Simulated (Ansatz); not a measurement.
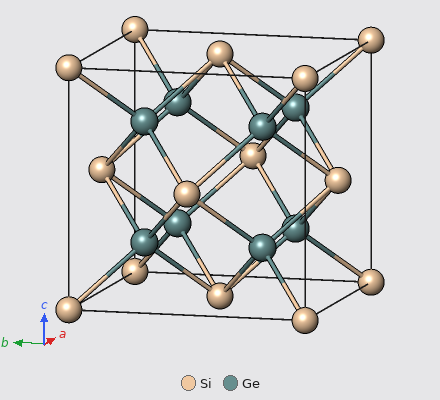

The structure; the drawing may span several cells.

Structure (in its standard cell), the end point of a relaxation with DFT r2SCAN, scalar-relativistic, plane waves, PAW in Ansatz; the starting structure was generated, so it need not be a known form of this composition:

```
Si Ge
1.0
     6.13980    0.00000    0.00000
     0.00000    6.13980    0.00000
     0.00000    0.00000    6.13980
Si Ge
4 8
Direct
  0.00000 0.00000 0.00000
  0.00000 0.50000 0.50000
  0.50000 0.00000 0.50000
  0.50000 0.50000 0.00000
  0.25000 0.75000 0.75000
  0.25000 0.25000 0.75000
  0.25000 0.25000 0.25000
  0.25000 0.75000 0.25000
  0.75000 0.75000 0.25000
  0.75000 0.25000 0.25000
  0.75000 0.25000 0.75000
  0.75000 0.75000 0.75000
```

> Predict the [001] zone-axis pattern (120 kV, kinematic, B = 0.8 Å²).

The spots form a square net with both shortest vectors at d = 3.07 Å, 90.0° apart. They are 2 0 0 and 0 2 0. The pattern has symmetry 4mm. The lattice centring (F) removes all reflections that break h + k = 2n, h + l = 2n.

Strongest reflections with d > 0.94 Å, one of each family (|F|² from tabulated Gaussian fits of the electron scattering factors, times a small damping for the curvature of the Ewald sphere):

```tsv
hkl	d (Å)	I (strongest = 100)
2 2 0	2.171	100
2 0 0	3.070	44
4 0 0	1.535	43
4 4 0	1.085	16
6 2 0	0.971	11
4 2 0	1.373	11
```

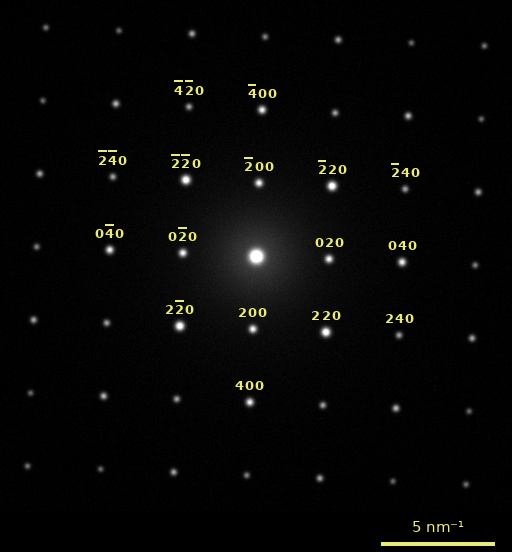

Calculated pattern, seen from the source side with [001] pointing towards the source.
